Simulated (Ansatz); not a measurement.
# Saddle-point search of Si2H6O2

Si2H6O2, computed with RKS BLYP-D4/def2-SVP (Ansatz 0.2.0).

Figures and captions count atoms from 1; the log counts them from 0 in places.

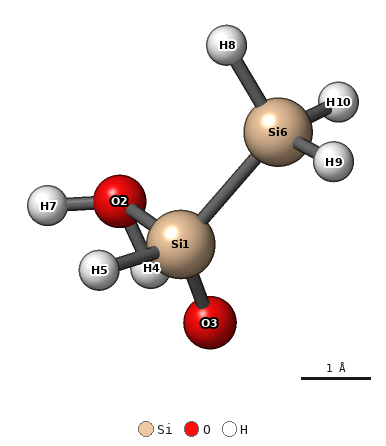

**Figure 1.** The starting structure (ball-and-stick view, seen at a tilt; atoms are numbered from 1 in the order of the input). Bond lengths as drawn: H–O 1.06 to 1.11 Å, H–Si 1.39 to 1.59 Å, O–Si 1.60 to 1.89 Å and Si–Si 2.28 Å.

## Input file
```yaml
crystal:
  periodic: [false, false, false]
  atoms:
    - {symbol: Si, position_ang: [-0.645788, -0.002648, -0.461727]}
    - {symbol: O, position_ang: [0.723295, 0.992952, -1.292617]}
    - {symbol: O, position_ang: [-0.510521, -0.835154, -1.820768]}
    - {symbol: H, position_ang: [0.376086, 0.221939, -2.007809]}
    - {symbol: H, position_ang: [-1.861612, 1.026098, -0.404538]}
    - {symbol: Si, position_ang: [0.155991, -0.750284, 1.541743]}
    - {symbol: H, position_ang: [0.504075, 1.960948, -1.657795]}
    - {symbol: H, position_ang: [0.506164, 0.408248, 2.481012]}
    - {symbol: H, position_ang: [-0.734993, -1.618300, 2.158443]}
    - {symbol: H, position_ang: [1.425509, -1.469204, 1.372779]}
basis:
  gaussian: {orbitals: def2-SVP}
hamiltonian: {xc: {name: BLYP}, dispersion: d4}
saddle:
  f_tol: 0.1
  max_steps: 40
  mode_guess:
    - [-0.2160, -0.2483, 0.0035]
    - [0.0832, -0.0895, -0.1336]
    - [-0.3642, -0.2666, 0.1489]
    - [0.4551, 0.6311, 0.0933]
    - [0.0079, 0.0243, -0.0076]
    - [-0.0035, 0.0071, 0.0030]
    - [0.0112, -0.0872, -0.0821]
    - [0.0010, 0.0084, 0.0052]
    - [0.0238, -0.0116, 0.0112]
    - [0.0017, 0.0321, -0.0419]
```

Machine: 4 threads of Intel Xeon, 15 GiB of memory available, shared host.

Launch command:
```bash
ansatz run in.yaml --threads 4 --pin off --events-out ev --progress --plain --max-ram 9574MiB
```

## Output
```
Functional definition: BLYP
  name "BLYP"
  cite "Becke, Phys. Rev. A 38, 3098 (1988) doi:10.1103/PhysRevA.38.3098"
  cite "Lee, Yang & Parr, Phys. Rev. B 37, 785 (1988) doi:10.1103/PhysRevB.37.785"
  parameter beta = 0.0042
  parameter a = 0.04918
  parameter b = 0.132
  parameter c = 0.2533
  parameter d = 0.349
  exchange = b88_x(beta = beta)
  correlation = lyp_c(a = a, b = b, c = c, d = d)
1026 factors; their error is unknown
mean field evaluation 1: about -19925.8353 eV, gradient 7.7e1 eV
mean field evaluation 2: about -19735.8000 eV, gradient 2.2e2 eV
mean field evaluation 4: about -19935.3423 eV, gradient 3.3e1 eV
mean field evaluation 8: about -19937.2247 eV, gradient 2.1e-1 eV
mean field evaluation 16: about -19937.1516 eV, gradient 4.5e-4 eV
mean field -19937.15162822 eV, -732.6768084502 hartree, gradient 2.2e-5 eV, S^2 0.000000; 0 other end points of the search recorded, 0 dependent functions left out
the calculation of the forces begins
reference -19937.15198643 eV, -732.6768216143 hartree; 25, 25 occupied and 69, 69 virtual orbitals, 1026 factors
these checks for a lower state are left out or cut short: stability, starts, cluster_reference, orbital_swaps, neighbouring_geometries, increment
1026 factors; their error is unknown
mean field -19937.14583675 eV, -732.6765956176 hartree, gradient 1.5e-6 eV, S^2 0.000000; 0 other end points of the search recorded, 0 dependent functions left out
[... from here on the field's lines of each further geometry are left out, up to the last ...]
saddle step   1: F+E_penalty+E_count = -19937.57478566 eV  max|allowed force component| = 3.821e0 eV/Å  curvature = -4.6309 eV/Å²  mode residual = 1.61e0 eV/Å²  Δτ_max = 0.0000 Å  (1 rotations, 3 force calls, 72 SCF iters)  cluster: 3 rotations left out, max|force component along them| = 4.696e-8 eV/Å
saddle step   2: F+E_penalty+E_count = -19937.88956276 eV  max|allowed force component| = 1.830e0 eV/Å  curvature = -7.2122 eV/Å²  mode residual = 2.13e0 eV/Å²  Δτ_max = 0.0908 Å  (1 rotations, 3 force calls, 73 SCF iters)  cluster: 3 rotations left out, max|force component along them| = 1.248e-8 eV/Å
saddle step   3: F+E_penalty+E_count = -19937.97499124 eV  max|allowed force component| = 4.803e-1 eV/Å  curvature = -6.2241 eV/Å²  mode residual = 9.56e-1 eV/Å²  Δτ_max = 0.0275 Å  (1 rotations, 3 force calls, 73 SCF iters)  cluster: 3 rotations left out, max|force component along them| = 3.141e-8 eV/Å
saddle step   4: F+E_penalty+E_count = -19937.99266603 eV  max|allowed force component| = 1.340e-1 eV/Å  curvature = -5.2932 eV/Å²  mode residual = 1.20e0 eV/Å²  Δτ_max = 0.0282 Å  (1 rotations, 3 force calls, 73 SCF iters)  cluster: 3 rotations left out, max|force component along them| = 1.529e-8 eV/Å
saddle step   5: F+E_penalty+E_count = -19937.99391508 eV  max|allowed force component| = 1.659e-1 eV/Å  curvature = -4.8191 eV/Å²  mode residual = 8.67e-1 eV/Å²  Δτ_max = 0.0202 Å  (1 rotations, 3 force calls, 73 SCF iters)  cluster: 3 rotations left out, max|force component along them| = 1.648e-8 eV/Å
saddle step   6: F+E_penalty+E_count = -19937.99520878 eV  max|allowed force component| = 5.256e-2 eV/Å  curvature = -4.5753 eV/Å²  mode residual = 6.13e-1 eV/Å²  Δτ_max = 0.0079 Å  (1 rotations, 11 force calls, 242 SCF iters)  cluster: 3 rotations left out, max|force component along them| = 1.653e-8 eV/Å
saddle search: the force at step 7 is within saddle.f_tol, and the search now checks the order of the point unasked, as it does wherever a lone molecule whose rigid rotations it leaves out would converge (saddle.isolated_cluster): at most 100 rotations across the mode and 202 force calls, two more next to a line or behind a second negative curvature, two more where it reads a positive, two for each turn that reads one and six more at each negative that it reads, and up to 22 at one that stands (24 where saddle.amplitude is under 0.005 Å), over each length that the point is read over (saddle.order_check: false declines the check)
saddle search: the rotation starts from a random direction (saddle.seed = 0)
the calculation of the forces begins
reference -19937.57699422 eV, -732.6924403624 hartree; 25, 25 occupied and 69, 69 virtual orbitals, 1026 factors
1026 factors; their error is unknown
mean field evaluation 576: about -19937.6510 eV, gradient 2.6e-1 eV
mean field -19937.57664835 eV, -732.6924276520 hartree, gradient 1.6e-5 eV, S^2 0.000000; 1 other end points of the search recorded, 0 dependent functions left out
the calculation of the forces begins
reference -19937.57699999 eV, -732.6924405747 hartree; 25, 25 occupied and 69, 69 virtual orbitals, 1026 factors
saddle step   7: F+E_penalty+E_count = -19937.99555762 eV  max|allowed force component| = 6.046e-3 eV/Å  curvature = -4.4946 eV/Å² (error put at 0.0033; -4.4976 at half of saddle.amplitude)  mode residual = 4.31e-1 eV/Å²  Δτ_max = 0.0132 Å  (1 rotations, 60 force calls, 947 SCF iters)  order check (unasked): unresolved, curvature across the mode = +0.0420 eV/Å² (52 force calls)  cluster: 3 rotations left out, max|force component along them| = 1.708e-8 eV/Å
```

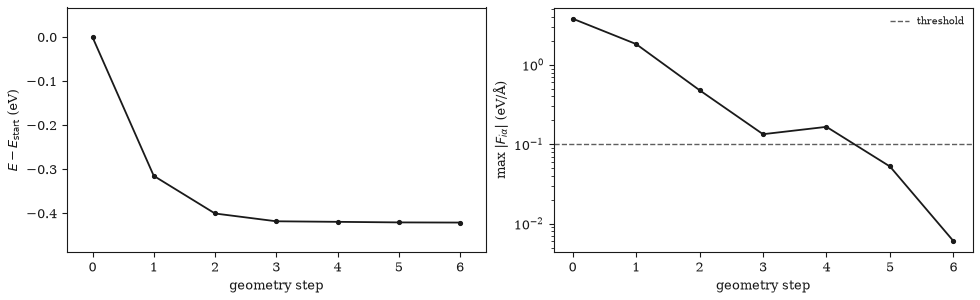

**Figure 2.** Progress of the saddle-point search, step by step (the first geometry is step 0 here and step 1 in the log).

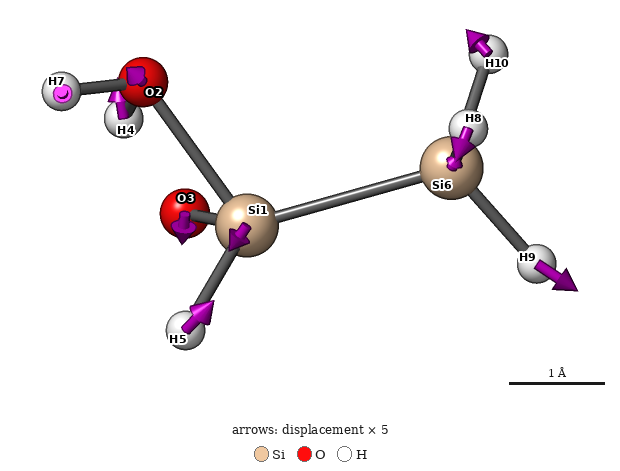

**Figure 3.** The starting structure with the displacements as pink arrows, magnified 5 times (ball-and-stick view, seen at a tilt). The two geometries are laid on each other by the best rigid fit. After 6 geometry steps the energy has fallen by 0.421 eV. Largest force component: 3.8 eV/Å at the start, 0.006 eV/Å at the end. The largest move after the best rigid fit is that of H9, 0.11 Å. By element the largest moves are H 0.11 Å, O 0.08 Å, Si 0.07 Å. Among the contacts that change: Si6–H9 1.388 → 1.502 Å, Si1–Si6 2.284 → 2.366 Å, Si1–H5 1.594 → 1.512 Å, Si1–O2 1.886 → 1.964 Å. Among the angles that change: O3–Si1–H5 115.5° → 121.3°, H8–Si6–H10 104.1° → 109.5°, H5–Si1–Si6 116.6° → 112.8°. (Atoms are counted from 1 in the order of the input.)

```
saddle search: converged; its order check could not tell the order of the point: after 49 rotations it read +0.042 eV/Å² across the mode with a residual of 8.70e-2 eV/Å², and holds the second-lowest curvature to +0.043 eV/Å² at the most. That shows no second curvature under the negative of saddle.curvature_tol, and does not show that there is none
Total energy: -19937.99590926 eV, -732.7078352064 hartree
Atom 0 at    -0.703824    -0.004588    -0.502189 Å, force    -0.001135     0.000525     0.001170 eV/Å
Atom 1 at     0.749171     1.047313    -1.302943 Å, force    -0.002759     0.005100    -0.004889 eV/Å
Atom 2 at    -0.575707    -0.872410    -1.844889 Å, force     0.000290     0.000458    -0.000661 eV/Å
Atom 3 at     0.461153     0.249856    -2.015900 Å, force     0.000602     0.001304     0.001407 eV/Å
Atom 4 at    -1.793253     1.031175    -0.336009 Å, force     0.001174    -0.000401    -0.000367 eV/Å
Atom 5 at     0.184370    -0.739554     1.563771 Å, force    -0.001522    -0.001211     0.001566 eV/Å
Atom 6 at     0.494784     1.920240    -1.675926 Å, force     0.002078    -0.006046     0.002023 eV/Å
Atom 7 at     0.430306     0.432858     2.472494 Å, force    -0.000235    -0.000498    -0.000106 eV/Å
Atom 8 at    -0.784007    -1.670094     2.236096 Å, force     0.001388     0.000649    -0.000266 eV/Å
Atom 9 at     1.475213    -1.460200     1.314217 Å, force     0.000118     0.000120     0.000124 eV/Å
Dipole moment:     0.097406     0.662177     0.171222 e Å
```

## Trajectory as extended XYZ (Å, eV, eV/Å), 7 frames, from step=1 to step=7
```
10
Properties=species:S:1:pos:R:3:forces:R:3 step=1 energy=-19937.57479
Si   -0.6458   -0.0026   -0.4617   -1.4865   1.2256  -0.5721
O     0.7233    0.9930   -1.2926    0.2456   3.8214  -0.2807
O    -0.5105   -0.8352   -1.8208   -0.2213  -0.9702  -0.5334
H     0.3761    0.2219   -2.0078   -0.1994  -0.8652  -0.6543
H    -1.8616    1.0261   -0.4045    0.8485  -0.6360   0.2520
Si    0.1560   -0.7503    1.5417    1.7432   1.7242   0.2260
H     0.5041    1.9609   -1.6578    0.5503  -2.3293   1.0284
H     0.5062    0.4082    2.4810   -0.2958  -0.2330  -0.2595
H    -0.7350   -1.6183    2.1584   -1.6698  -1.4219   1.0854
H     1.4255   -1.4692    1.3728    0.4853  -0.3155  -0.2917
10
Properties=species:S:1:pos:R:3:forces:R:3 step=2 energy=-19937.88956
Si   -0.6670   -0.0129   -0.4986   -0.8880   0.5029  -0.2077
O     0.7292    1.0572   -1.2669    0.3382  -1.8298   0.3041
O    -0.5641   -0.9075   -1.8325    0.3584   0.4220  -0.0122
H     0.4225    0.2396   -2.0141    0.0067  -0.1350   0.0712
H    -1.8193    1.0072   -0.3358    0.3897  -0.3158  -0.0442
Si    0.1681   -0.7317    1.5341    0.9216   0.7567   0.1552
H     0.5316    1.9150   -1.6217   -0.4442   1.5504  -0.5626
H     0.4549    0.4396    2.4566   -0.0950  -0.1387  -0.1556
H    -0.7647   -1.6162    2.1862   -0.7708  -0.6907   0.5065
H     1.4469   -1.4558    1.3014    0.1834  -0.1218  -0.0547
10
Properties=species:S:1:pos:R:3:forces:R:3 step=3 energy=-19937.97499
Si   -0.6814   -0.0039   -0.4960   -0.4803   0.2194  -0.1926
O     0.7329    1.0404   -1.2768    0.1284  -0.1182  -0.0643
O    -0.5628   -0.8881   -1.8341    0.1809   0.1710  -0.0437
H     0.4461    0.2305   -2.0146   -0.1101  -0.1275   0.0443
H    -1.8118    1.0101   -0.3271    0.1905  -0.1355  -0.0341
Si    0.1771   -0.7310    1.5415    0.4651   0.3242   0.1551
H     0.5148    1.9253   -1.6356   -0.0645   0.1223  -0.0347
H     0.4434    0.4428    2.4546   -0.0326  -0.0786  -0.0676
H    -0.7794   -1.6331    2.2022   -0.3517  -0.3295   0.2458
H     1.4594   -1.4584    1.2946    0.0745  -0.0478  -0.0081
10
Properties=species:S:1:pos:R:3:forces:R:3 step=4 energy=-19937.99267
Si   -0.6966    0.0015   -0.4986   -0.0745  -0.0663  -0.1340
O     0.7364    1.0368   -1.2848    0.1224   0.1170   0.0074
O    -0.5636   -0.8756   -1.8397    0.0366   0.0613  -0.0152
H     0.4561    0.2349   -2.0139   -0.1145  -0.1257   0.0125
H    -1.8019    1.0156   -0.3285   -0.0190   0.0371  -0.0153
Si    0.1848   -0.7309    1.5498    0.0830  -0.0247   0.1021
H     0.5057    1.9196   -1.6471   -0.0095   0.0370  -0.0169
H     0.4352    0.4428    2.4562    0.0123  -0.0099   0.0055
H    -0.7896   -1.6508    2.2216   -0.0172  -0.0382   0.0319
H     1.4718   -1.4592    1.2937   -0.0196   0.0125   0.0220
10
Properties=species:S:1:pos:R:3:forces:R:3 step=5 energy=-19937.99391
Si   -0.7041   -0.0035   -0.5047   -0.0346  -0.0608  -0.0405
O     0.7411    1.0443   -1.2865   -0.0089   0.1444  -0.1328
O    -0.5741   -0.8790   -1.8457    0.0626   0.1097   0.0402
H     0.4570    0.2438   -2.0096   -0.0206  -0.0355   0.0016
H    -1.7987    1.0227   -0.3434   -0.0337   0.0281   0.0078
Si    0.1846   -0.7344    1.5563   -0.0245  -0.0764   0.0652
H     0.5056    1.9263   -1.6610    0.0250  -0.1659   0.0782
H     0.4393    0.4370    2.4627    0.0003   0.0125   0.0073
H    -0.7858   -1.6629    2.2374    0.0457   0.0394  -0.0291
H     1.4731   -1.4597    1.3033   -0.0114   0.0044   0.0022
10
Properties=species:S:1:pos:R:3:forces:R:3 step=6 energy=-19937.99521
Si   -0.7072   -0.0030   -0.5049   -0.0016  -0.0328  -0.0037
O     0.7436    1.0449   -1.2926    0.0274   0.0403  -0.0297
O    -0.5735   -0.8729   -1.8474    0.0231   0.0311   0.0088
H     0.4606    0.2457   -2.0118   -0.0249  -0.0256   0.0013
H    -1.8007    1.0266   -0.3439   -0.0158   0.0143   0.0074
Si    0.1838   -0.7365    1.5603   -0.0367  -0.0526   0.0289
H     0.5034    1.9221   -1.6661   -0.0025  -0.0263   0.0144
H     0.4378    0.4352    2.4667   -0.0020   0.0095   0.0047
H    -0.7824   -1.6680    2.2423    0.0365   0.0396  -0.0298
H     1.4728   -1.4595    1.3061   -0.0035   0.0025  -0.0022
10
Properties=species:S:1:pos:R:3:forces:R:3 step=7 energy=-19937.99556
Si   -0.7038   -0.0046   -0.5022   -0.0011   0.0005   0.0012
O     0.7492    1.0473   -1.3029   -0.0028   0.0051  -0.0049
O    -0.5757   -0.8724   -1.8449    0.0003   0.0005  -0.0007
H     0.4612    0.2499   -2.0159    0.0006   0.0013   0.0014
H    -1.7933    1.0312   -0.3360    0.0012  -0.0004  -0.0004
Si    0.1844   -0.7396    1.5638   -0.0015  -0.0012   0.0016
H     0.4948    1.9202   -1.6759    0.0021  -0.0060   0.0020
H     0.4303    0.4329    2.4725   -0.0002  -0.0005  -0.0001
H    -0.7840   -1.6701    2.2361    0.0014   0.0006  -0.0003
H     1.4752   -1.4602    1.3142    0.0001   0.0001   0.0001
```

## Summary

```json
{"quantity": "outcome", "value": "converged"}
{"quantity": "total energy", "value": "−19937.9959 eV"}
{"quantity": "mean-field energy", "value": "−19937.5770 eV"}
{"quantity": "dispersion energy", "value": "−0.4189 eV"}
{"quantity": "largest force (length of the vector) at the end", "value": "0.008 eV/Å"}
{"quantity": "dipole moment", "value": "3.32 D"}
{"quantity": "wall time", "value": "26 s (CPU time 83 s)"}
{"quantity": "peak memory", "value": "0.47 GiB"}
```

## Remarks

The program could not tell the order of the saddle point.
